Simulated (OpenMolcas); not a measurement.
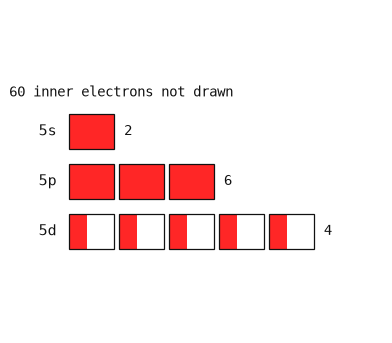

**Figure 1.** The outer shells of the leading configuration of the lowest level: a box for each of the 2l + 1 orbitals, shaded by the share of the shell that is filled, with the electron count at the right.

# Multiconfigurational calculation for Au⁷⁺ (part 1 of 2)

Au⁷⁺. Computed at this level: state-averaged CASSCF, active space 4 electrons in the shells 5d 6d, basis ANO-RCC-VQZP, DKH2 scalar Hamiltonian, spin-orbit coupling by RASSI with atomic mean-field integrals (OpenMolcas).

## Summary

- outcome: converged
- lowest level: 5d⁴ ⁵D₀
- first excited level: 5d⁴ ⁵D₁, 8,648 cm⁻¹
- energy of the lowest spin-free term: −18981.44000 hartree
- energy of the lowest spin-orbit level: −18981.55605 hartree
- largest spread among components of a term: 0.0 cm⁻¹
- hardware: 1 CPU thread, shared host
- wall time: 2 min

## Notes

Without dynamic correlation the splittings between terms come out too large, often by 20 to 50 %. Caveats: extra active shells serve correlation only, their own levels not computed; only configurations of the active space are included.

## Input
```
&GATEWAY
Coord
1

Au 0.0 0.0 0.0
Basis=ANO-RCC-VQZP
Group=XYZ
NoMove
AngMom=0.0 0.0 0.0
AMFI
&SEWARD
&RASSCF
FileOrb=start.orb
Symmetry=1
Spin=5
nActEl=4 0 0
Inactive=15 19
Ras2=5 0
CIRoot=5 5 1
SDav=5
CIMx=300
Iter=120 100
PrWF=0.3
OrbListing=Nothing
MaxOrb=0
Atom
>>> COPY $Project.JobIph JOBPRE
&RASSCF
FileOrb=start.orb
Symmetry=1
Spin=5
nActEl=4 0 0
Inactive=15 19
Ras2=10 0
CIRoot=5 5 1
SDav=210
CIMx=300
Iter=120 100
PrWF=0.3
OrbListing=Nothing
MaxOrb=0
Atom
>>> COPY $Project.JobIph JOB001
&RASSCF
FileOrb=start.orb
Symmetry=1
Spin=3
nActEl=4 0 0
Inactive=15 19
Ras2=10 0
CIRoot=45 45 1
SDav=990
CIMx=300
Iter=120 100
PrWF=0.3
OrbListing=Nothing
MaxOrb=0
Atom
>>> COPY $Project.JobIph JOB002
&RASSCF
FileOrb=start.orb
Symmetry=1
Spin=1
nActEl=4 0 0
Inactive=15 19
Ras2=10 0
CIRoot=50 50 1
SDav=825
CIMx=300
Iter=120 100
PrWF=0.3
OrbListing=Nothing
MaxOrb=0
Atom
>>> COPY $Project.JobIph JOB003
&RASSI
NrOfJobIphs=3 5 45 50
1 2 3 4 5
1 2 3 4 5 6 7 8 9 10 11 12 13 14 15 16 17 18 19 20 21 22 23 24 25 26 27
28 29 30 31 32 33 34 35 36 37 38 39 40 41 42 43 44 45
1 2 3 4 5 6 7 8 9 10 11 12 13 14 15 16 17 18 19 20 21 22 23 24 25 26 27
28 29 30 31 32 33 34 35 36 37 38 39 40 41 42 43 44 45 46 47 48 49 50
IphNames
JOB001
JOB002
JOB003
EJob
SpinOrbit
DIPRint=1.0
SOCoupling=1000.0
Subsets=2
MEES
Property=10
'ANGMOM' 1 'ANGMOM' 2 'ANGMOM' 3 'MLTPL  1' 1 'MLTPL  1' 2 'MLTPL  1' 3
'AMFI' 1 'AMFI' 2 'AMFI' 3 'MLTPL  2' 6
SOProperty=3
'ANGMOM' 1 'ANGMOM' 2 'ANGMOM' 3
```

The file start.orb holds starting orbitals from an earlier step. A driver script formed the levels outside the program, from RASSI's spin-orbit matrix and the active-space energies, averaged over the components of each term or state.

## The program's output (extracts)
```
--- SEWARD ---
Basis set label: AU.ANO-RCC...9S8P6D4F2G1H.

      Electronic valence basis set:
      ------------------
      Associated Effective Charge  79.000000 au
      Associated Actual Charge     79.000000 au
      Nuclear Model: Point charge

      Shell  nPrim  nBasis  Cartesian Spherical Contaminant
         s      24       9        X
         p      21       8        X
         d      15       6                 X
         f      11       4                 X
         g       4       2                 X
         h       2       1                 X
                  Relativistic Douglas-Kroll-Hess integrals:
                    - DKH order of Hamiltonian: 2
                    - DKH order of Properties : 0
                  Atomic mean-field integrals
--- RASSCF ---
Wave function specifications:
      -----------------------------

      Number of closed shell electrons          68
      Number of electrons in active shells       4
      Max number of holes in RAS1 space          0
      Max nr of electrons in RAS3 space          0
      Number of inactive orbitals               34
      Number of active orbitals                 10
      Number of secondary orbitals              76
      Spin quantum number                      2.0
      State symmetry                             1
Orbital specifications:
      -----------------------

      Symmetry species                           1   2
                                                ag  au
      Frozen orbitals                            0   0
      Inactive orbitals                         15  19
      Active orbitals                           10   0
      RAS1 orbitals                              0   0
      RAS2 orbitals                             10   0
      RAS3 orbitals                              0   0
      Secondary orbitals                        32  44
      Deleted orbitals                           0   0
      Number of basis functions                 57  63
      Number of CSFs                           210
      Number of root(s) required                 5
      Iter CI   SX   CI       RASSCF       Energy    max ROT     max BLB   max BLB  Level Ln srch  Step   QN
          iter iter root      energy       change     param      element    value   shift minimum  type update
 Nr of preliminary CI iterations:   1
      Total energies have been shifted. Add               -18000.00 au
        1   1    7    0  -981.43677686    0.00E+00  -5.23E-01*  17  36 1  4.21E-04*  0.00   0.00    SX    NO
        2   1    5    0  -981.43972419   -2.95E-03*  1.15E-01*  17  36 1  8.42E-04*  0.00   0.00    SX    NO
        3   1    5    0  -981.43997746   -2.53E-04* -3.13E-02   17  31 1  4.12E-04*  0.00   0.00    SX    NO
        4   1    5    0  -981.43999570   -1.82E-05* -9.68E-03   17  36 1 -1.91E-04*  0.00   0.00    SX    NO
        5   1    4    0  -981.43999728   -1.58E-06* -4.02E-03   17  36 1 -6.92E-05   0.00   1.42    LS   YES
        6   1    4    0  -981.43999743   -1.56E-07*  2.42E-04   12  24 1 -5.87E-05   0.00   1.03    QN   YES
        7   1    4    0  -981.43999744   -2.93E-09   5.44E-05   15  29 1  1.43E-05   0.00   0.95    QN   YES
      Convergence after  7 iterations
        8   1    4    0  -981.43999744   -3.89E-10   5.44E-05   17  26 2  3.31E-06   0.00   0.95    QN   YES
      Natural orbitals and occupation numbers for root  1
      sym 1:   0.999728   0.999699   0.000007   0.999731   0.999699   0.000269   0.000298   0.000298   0.000272   0.000000
      Natural orbitals and occupation numbers for root  2
      sym 1:   0.000000   0.999699   0.999740   0.999703   0.999714   0.000007   0.000298   0.000284   0.000294   0.000261
      Natural orbitals and occupation numbers for root  3
      sym 1:   0.999705   0.999699   0.999741   0.000000   0.999712   0.000298   0.000292   0.000287   0.000007   0.000261
::    RASSCF root number  1 Total energy: -18981.43999744
::    RASSCF root number  2 Total energy: -18981.43999744
::    RASSCF root number  3 Total energy: -18981.43999744
::    RASSCF root number  4 Total energy: -18981.43999744
::    RASSCF root number  5 Total energy: -18981.43999744
--- RASSCF ---
Wave function specifications:
      -----------------------------

      Number of closed shell electrons          68
      Number of electrons in active shells       4
      Max number of holes in RAS1 space          0
      Max nr of electrons in RAS3 space          0
      Number of inactive orbitals               34
      Number of active orbitals                 10
      Number of secondary orbitals              76
      Spin quantum number                      1.0
      State symmetry                             1
Orbital specifications:
      -----------------------

      Symmetry species                           1   2
                                                ag  au
      Frozen orbitals                            0   0
      Inactive orbitals                         15  19
      Active orbitals                           10   0
      RAS1 orbitals                              0   0
      RAS2 orbitals                             10   0
      RAS3 orbitals                              0   0
      Secondary orbitals                        32  44
      Deleted orbitals                           0   0
      Number of basis functions                 57  63
      Number of CSFs                           990
      Number of root(s) required                45
      Iter CI   SX   CI       RASSCF       Energy    max ROT     max BLB   max BLB  Level Ln srch  Step   QN
          iter iter root      energy       change     param      element    value   shift minimum  type update
 Nr of preliminary CI iterations:   1
      Total energies have been shifted. Add               -18000.00 au
        1   1    6    0  -981.28806622    0.00E+00  -1.40E-02   16  38 1 -1.21E-02*  0.00   0.00    SX    NO
        2   1    6    0  -981.28837447   -3.08E-04* -1.12E-02   16  38 1 -1.89E-03*  0.00   0.00    SX    NO
        3   1    6    0  -981.28838108   -6.61E-06* -4.56E-03   12  40 2 -1.50E-03*  0.00   0.00    SX    NO
        4   1    6    0  -981.28838487   -3.79E-06* -1.80E-03   12  24 1  8.97E-04*  0.00   0.00    SX    NO
        5   1    5    0  -981.28838520   -3.28E-07* -7.26E-04   12  40 2 -4.53E-04*  0.00   0.60    LS   YES
        6   1    5    0  -981.28838540   -2.03E-07* -1.12E-03   12  24 1  1.19E-04*  0.00   0.93    QN   YES
        7   1    5    0  -981.28838544   -3.60E-08*  4.80E-04   15  28 1  1.71E-05   0.00   1.26    QN   YES
        8   1    3    0  -981.28838544   -3.21E-09  -2.88E-05   12  24 1 -5.83E-06   0.00   1.05    QN   YES
      Convergence after  8 iterations
        9   1    3    0  -981.28838544   -2.91E-11  -2.88E-05   12  40 2 -1.92E-06   0.00   1.05    QN   YES
      Natural orbitals and occupation numbers for root  1
      sym 1:   0.964180   0.951947   0.503182   0.527602   1.051642   0.000175   0.000405   0.000374   0.000177   0.000316
      Natural orbitals and occupation numbers for root  2
      sym 1:   1.091083   0.960479   0.615683   0.445183   0.886125   0.000153   0.000408   0.000378   0.000304   0.000205
      Natural orbitals and occupation numbers for root  3
      sym 1:   1.004245   0.829237   0.428959   1.048157   0.687953   0.000360   0.000244   0.000316   0.000386   0.000143
::    RASSCF root number  1 Total energy: -18981.33888422
::    RASSCF root number  2 Total energy: -18981.33888422
::    RASSCF root number  3 Total energy: -18981.33888422
::    RASSCF root number  4 Total energy: -18981.33888422
::    RASSCF root number  5 Total energy: -18981.33888422
::    RASSCF root number  6 Total energy: -18981.33888422
::    RASSCF root number  7 Total energy: -18981.33888422
::    RASSCF root number  8 Total energy: -18981.33888422
::    RASSCF root number  9 Total energy: -18981.33888422
::    RASSCF root number 10 Total energy: -18981.33888422
::    RASSCF root number 11 Total energy: -18981.33888422
::    RASSCF root number 12 Total energy: -18981.32570842
::    RASSCF root number 13 Total energy: -18981.32570842
::    RASSCF root number 14 Total energy: -18981.32570842
::    RASSCF root number 15 Total energy: -18981.32380570
::    RASSCF root number 16 Total energy: -18981.32380570
::    RASSCF root number 17 Total energy: -18981.32380570
::    RASSCF root number 18 Total energy: -18981.32380570
::    RASSCF root number 19 Total energy: -18981.32380570
::    RASSCF root number 20 Total energy: -18981.32380570
::    RASSCF root number 21 Total energy: -18981.32380570
::    RASSCF root number 22 Total energy: -18981.31474760
::    RASSCF root number 23 Total energy: -18981.31474760
::    RASSCF root number 24 Total energy: -18981.31474760
::    RASSCF root number 25 Total energy: -18981.31474760
::    RASSCF root number 26 Total energy: -18981.31474760
::    RASSCF root number 27 Total energy: -18981.31474760
::    RASSCF root number 28 Total energy: -18981.31474760
::    RASSCF root number 29 Total energy: -18981.31474760
::    RASSCF root number 30 Total energy: -18981.31474760
--- RASSCF ---
Wave function specifications:
      -----------------------------

      Number of closed shell electrons          68
      Number of electrons in active shells       4
      Max number of holes in RAS1 space          0
      Max nr of electrons in RAS3 space          0
      Number of inactive orbitals               34
      Number of active orbitals                 10
      Number of secondary orbitals              76
      Spin quantum number                      0.0
      State symmetry                             1
Orbital specifications:
      -----------------------

      Symmetry species                           1   2
                                                ag  au
      Frozen orbitals                            0   0
      Inactive orbitals                         15  19
      Active orbitals                           10   0
      RAS1 orbitals                              0   0
      RAS2 orbitals                             10   0
      RAS3 orbitals                              0   0
      Secondary orbitals                        32  44
      Deleted orbitals                           0   0
      Number of basis functions                 57  63
      Number of CSFs                           825
      Number of root(s) required                50
      Iter CI   SX   CI       RASSCF       Energy    max ROT     max BLB   max BLB  Level Ln srch  Step   QN
          iter iter root      energy       change     param      element    value   shift minimum  type update
 Nr of preliminary CI iterations:   1
      Total energies have been shifted. Add               -18000.00 au
        1   1    6    0  -981.21271664    0.00E+00  -6.24E-03   19  35 1  6.38E-03*  0.00   0.00    SX    NO
        2   1    6    0  -981.21279166   -7.50E-05* -1.09E-03   19  35 1  9.83E-04*  0.00   0.00    SX    NO
        3   1    6    0  -981.21279273   -1.07E-06* -7.78E-04   12  40 2 -7.50E-04*  0.00   0.00    SX    NO
        4   1    5    0  -981.21279356   -8.32E-07* -3.96E-04   11  22 1  4.53E-04*  0.00   0.00    SX    NO
        5   1    5    0  -981.21279364   -7.34E-08* -1.65E-04   12  40 2 -2.28E-04*  0.00   0.58    LS   YES
        6   1    4    0  -981.21279369   -5.47E-08* -2.35E-04   11  22 1  6.69E-05   0.00   0.93    QN   YES
        7   1    4    0  -981.21279370   -4.13E-09   9.97E-05   15  28 1  7.97E-06   0.00   1.16    QN   YES
      Convergence after  7 iterations
        8   1    4    0  -981.21279370   -2.95E-10   9.97E-05   11  22 1 -2.83E-06   0.00   1.16    QN   YES
      Natural orbitals and occupation numbers for root  1
      sym 1:   0.348894   1.114264   0.688463   0.991540   0.855283   0.000385   0.000430   0.000333   0.000138   0.000270
      Natural orbitals and occupation numbers for root  2
      sym 1:   0.236049   1.086691   1.125728   0.731336   0.818640   0.000287   0.000420   0.000320   0.000093   0.000435
      Natural orbitals and occupation numbers for root  3
      sym 1:   0.701681   0.983299   0.178270   1.130468   1.004727   0.000435   0.000386   0.000392   0.000273   0.000070
::    RASSCF root number  1 Total energy: -18981.28836687
::    RASSCF root number  2 Total energy: -18981.28836687
::    RASSCF root number  3 Total energy: -18981.28836687
::    RASSCF root number  4 Total energy: -18981.28836687
::    RASSCF root number  5 Total energy: -18981.28836687
::    RASSCF root number  6 Total energy: -18981.28836687
::    RASSCF root number  7 Total energy: -18981.28836687
::    RASSCF root number  8 Total energy: -18981.28836687
::    RASSCF root number  9 Total energy: -18981.28836687
::    RASSCF root number 10 Total energy: -18981.28836687
::    RASSCF root number 11 Total energy: -18981.28836687
::    RASSCF root number 12 Total energy: -18981.28836687
::    RASSCF root number 13 Total energy: -18981.28836687
::    RASSCF root number 14 Total energy: -18981.27869905
::    RASSCF root number 15 Total energy: -18981.27869905
::    RASSCF root number 16 Total energy: -18981.27869905
::    RASSCF root number 17 Total energy: -18981.27869905
::    RASSCF root number 18 Total energy: -18981.27869905
::    RASSCF root number 19 Total energy: -18981.27869905
::    RASSCF root number 20 Total energy: -18981.27869905
::    RASSCF root number 21 Total energy: -18981.27869905
::    RASSCF root number 22 Total energy: -18981.27869905
::    RASSCF root number 23 Total energy: -18981.25306230
::    RASSCF root number 24 Total energy: -18981.24333887
::    RASSCF root number 25 Total energy: -18981.24333887
::    RASSCF root number 26 Total energy: -18981.24333887
::    RASSCF root number 27 Total energy: -18981.24333887
::    RASSCF root number 28 Total energy: -18981.24333887
::    RASSCF root number 29 Total energy: -18981.21604352
::    RASSCF root number 30 Total energy: -18981.21604352
```

(Continued in part 2.)
